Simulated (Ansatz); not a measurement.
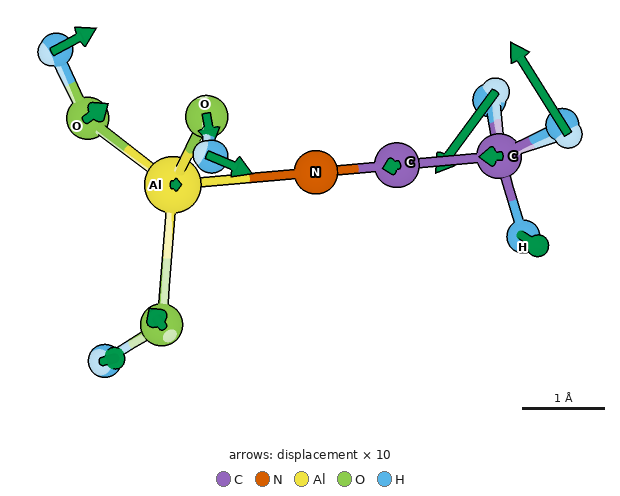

This is a relaxation of C2H6AlNO3. The starting structure is drawn faded, the final one solid; green arrows show the displacements, magnified 10 times. The two geometries are superimposed by the best rigid fit.

Style: ball-and-stick. Shown at a tilt.

The start comes from PBE-D4/def2-SVP.

All numbers below come from Ansatz 0.2.0, RKS PBE0-D4/def2-TZVP.

The input:
```yaml
crystal:
  periodic: [false, false, false]
  atoms:
    - {symbol: C, position_ang: [1.268551, -0.866621, 2.534291]}
    - {symbol: C, position_ang: [0.651805, -0.443471, 1.292773]}
    - {symbol: N, position_ang: [0.155709, -0.103505, 0.296205]}
    - {symbol: Al, position_ang: [-0.720241, 0.489451, -1.442617]}
    - {symbol: O, position_ang: [0.396811, -0.208380, -2.579573]}
    - {symbol: O, position_ang: [-0.660215, 2.213563, -1.217986]}
    - {symbol: O, position_ang: [-2.266389, -0.287254, -1.261958]}
    - {symbol: H, position_ang: [0.724087, -1.737664, 2.950193]}
    - {symbol: H, position_ang: [2.323645, -1.154212, 2.354885]}
    - {symbol: H, position_ang: [1.241503, -0.039994, 3.271931]}
    - {symbol: H, position_ang: [0.899557, 0.412233, -3.130780]}
    - {symbol: H, position_ang: [-1.511667, 2.673488, -1.149581]}
    - {symbol: H, position_ang: [-2.482855, -0.982335, -1.902982]}
basis:
  gaussian: {orbitals: def2-TZVP}
hamiltonian: {xc: pbe0, dispersion: d4}
relax: {f_tol: 0.005, max_steps: 150}
```

Command:
```bash
ansatz run in.yaml --threads 4 --pin off --events-out ev --progress --plain --max-ram 11315MiB
```

Atoms of which element are displaced furthest, and by how much?

Hydrogen: up to 0.14 Å, against 0.05 Å for oxygen.

Describe the change and its energy.

The atom that moves furthest after the best rigid fit is H10 (0.14 Å). Largest moves by element: H 0.14 Å, O 0.05 Å, C 0.03 Å, Al 0.01 Å, N 0.01 Å. Among the contacts that change: Al4–O5 1.740 → 1.717 Å, C2–N3 1.164 → 1.141 Å, N3–Al4 2.035 → 2.018 Å, C1–H10 1.108 → 1.091 Å. Among the angles between lasting bonds that change: Al4–O5–H11 116.6° → 119.3°. Over 12 accepted moves (13 points after the start) the energy falls by 0.086 eV. The largest force component goes from 2.2 to 0.002 eV/Å. The line search rejected the trial step at point 12 of the run. The forces were under the threshold at step 6, but the run went on from there.
